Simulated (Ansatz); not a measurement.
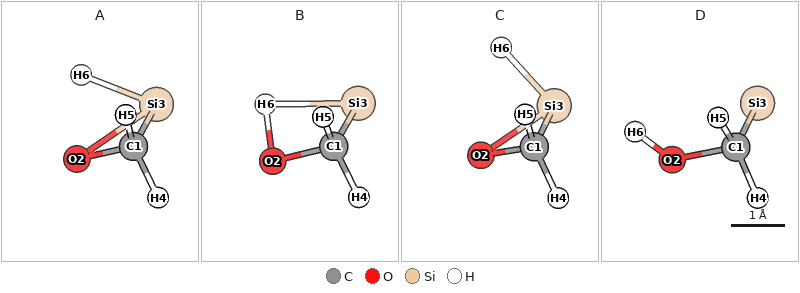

4 geometries from a converged minimum-energy path of CH3OSi (charge −1), shuffled. A ball-and-stick model, seen from a free direction.

Method: RKS LDA/def2-TZVP in Ansatz. Run with 5 movable images; climbing image; force threshold 0.03 eV/Å; iteration limit 60; starting path through a guess of the saddle point.

Q: One of them is the converged climbing image. Which?

A: D. In order along the path, whose images run from 0 to 6: C (image 1, +9.0 kcal/mol), A (image 2, +35.0 kcal/mol), B (image 3, +56.1 kcal/mol), D (image 5, +68.6 kcal/mol). A hydrogen atom shifts from one atom to another. Breaking: Si3–H6 (1.58 → 2.73 at the top → 2.79 Å). Forming: O2–H6 (2.54 → 0.99 at the top → 1.02 Å).

Limits of the set-up: the basis has no diffuse functions, which an anion needs.

Cost: 54 s on 2 threads of Intel(R) Xeon(R) Platinum 8488C (Sapphire Rapids), on a shared host, peak memory 0.2 GiB.
